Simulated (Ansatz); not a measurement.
**BSiNH (doublet): wave-function methods side by side at a displaced geometry (v2), cc-pVDZ**

How much of the correlation energy of BSiNH (doublet) does each wave-function method recover here?

Program: Ansatz 0.2.0, Gaussian basis. Level of theory: cc-pVDZ, core rule «outside noble gas», up to 7 orbitals frozen. These are calculated values, not measurements.

To be run: UHF; CCSD(T) on ROHF; CCSD(T) on UHF; BCCD(T) on ROHF; CISD; CCSDT(Q) on ROHF; CCSDT(Q) on UHF; CASSCF and MRCISD+Q, 9 electrons in 9 orbitals; CASSCF and NEVPT2, 9 electrons in 9 orbitals.

17 further runs of the same task are left out: 5 that didn't finish, 12 set aside as unsound or not needed.

**1. What is computed**

The geometry is a PBE0/def2-TZVP stationary point (not a proven minimum) with its atoms shifted at random (size 0.100 Å).

4 atoms, charge 0, spin multiplicity 2.

Atoms are counted from 1 here; the program's logs count them from 0.

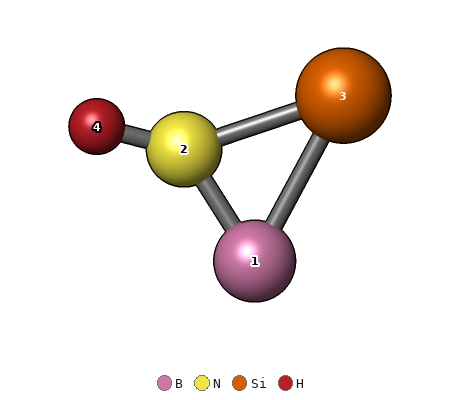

The structure; boron pink, nitrogen yellow, silicon orange, hydrogen red; atoms are numbered from 1 in the order of the file.

**2. UHF**

File in.yaml:

```yaml
crystal:
  periodic: [false, false, false]
  atoms:
    - {symbol: B, position_ang: [0.088909, -0.885876, 0.904895]}
    - {symbol: N, position_ang: [-0.075965, 0.496634, 0.882334]}
    - {symbol: Si, position_ang: [0.000655, 0.049597, -0.842136]}
    - {symbol: H, position_ang: [0.083764, 1.218358, 1.498523]}
basis:
  gaussian: {orbitals: cc-pVDZ}
magnetization: {spin_polarized: true, initial_magnetization: 1}
hamiltonian: {xc: hf}
output: {orbitals: {seedname: orbitals}}
```

Run with:

```bash
ansatz run in.yaml --threads 1 --pin off --events-out ev --progress --plain --max-ram 2393MiB
```

The runs that follow: CCSD(T) on ROHF; CCSD(T) on UHF; BCCD(T) on ROHF; CISD; CCSDT(Q) on ROHF; CCSDT(Q) on UHF; CASSCF and MRCISD+Q, 9 electrons in 9 orbitals; CASSCF and NEVPT2, 9 electrons in 9 orbitals.

**Question.** What will the summary of the whole plan be? Wanted: UCCSDT(Q) below the RHF energy; RMP2 from UCCSDT(Q); UMP2 from UCCSDT(Q); RCCSD from UCCSDT(Q); RCCSD(T) from UCCSDT(Q); UCCSD(T) from UCCSDT(Q); RCCSDT(Q) from UCCSDT(Q); MRCISD+Q frontier from UCCSDT(Q); T1 diagnostic.

As calculated:

```
                         quantity                      value
   UCCSDT(Q) below the RHF energy                 -9.4465 eV
              RMP2 from UCCSDT(Q)                +1200.0 meV
              UMP2 from UCCSDT(Q)                +1202.1 meV
             RCCSD from UCCSDT(Q)                 +452.9 meV
          RCCSD(T) from UCCSDT(Q)                  +67.1 meV
          UCCSD(T) from UCCSDT(Q)                  +66.7 meV
         RCCSDT(Q) from UCCSDT(Q)                   +3.6 meV
 MRCISD+Q frontier from UCCSDT(Q)                 +142.1 meV
levels within 1 kcal/mol (43 meV)  RCCSDT, UCCSDT, RCCSDT(Q)
                    T1 diagnostic                      0.031
```

What this shows: RCCSD(T) lands +67.1 meV from the yardstick (0.7 % of the correlation energy). These misses are within one basis, not against nature; the frozen cores of restricted and unrestricted runs differ, which can shift their rows.
